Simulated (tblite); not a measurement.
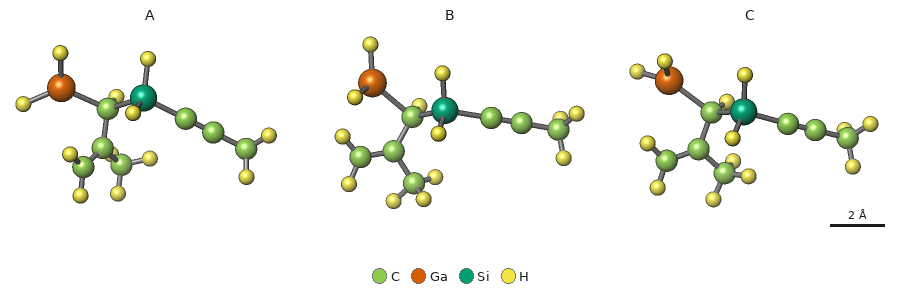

3 geometries from one relaxation of C7H13GaSi, in shuffled order. The picture is a ball-and-stick view, seen at a tilt.

The calculation used GFN2-xTB geometry optimisation, gas phase (tblite). 

Order the frames from highest to lowest energy.

Answer. B, C, A. They are steps 0, 119, 278, at +23.8 kcal/mol, +1.80 kcal/mol relative to the last. The atom that moves furthest after the best rigid fit is an H atom (2.86 Å). By element the largest moves are H 2.86 Å, C 1.07 Å, Si 0.50 Å, Ga 0.46 Å. Some distances before and after: Ga–H 2.296 → 2.644 Å, C–Ga 2.844 → 3.079 Å, Ga–H 1.447 → 1.582 Å, C–Si 1.819 → 1.917 Å. Bond angles that change, for instance: H–Ga–H 104.2° → 113.9°, Si–C–H 116.5° → 107.4°, Ga–C–Si 97.2° → 106.0°. Groups turn about C–C by about 40°, C–C by about 35°, C–Si by about 30°. The energy falls by 23.8 kcal/mol in 278 geometry steps. Cost: 5.3 s on 1 thread of Arm Neoverse N1, with other jobs on the host.
